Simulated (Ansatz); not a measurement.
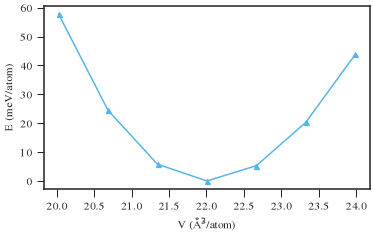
Figure. LaN (zinc blende, space group No. 216) under volume change, the program Ansatz at the r²SCAN level (PAW), scaled uniformly.

Task: What does a third-order Birch–Murnaghan fit give for V₀, B₀ and B′?

Result: V₀ = 22.01 Å³/atom, B₀ = 89.8 GPa, B′ = 3.6.

Space group F-43m (zinc blende). The start of the workflow was typed in or built on a structure type; neither database checked (COD, Materials Project) lists it. COD files the formula under space group No. 225, so this cell is another polymorph or a model. Its standing as an ambient phase is unchecked. The r²SCAN relaxation kept the symmetry of its start; its stability against distortions is not shown here. Spin–orbit coupling is left out wherever it is not named.

Potentials: the later of the program's two PAW sets.
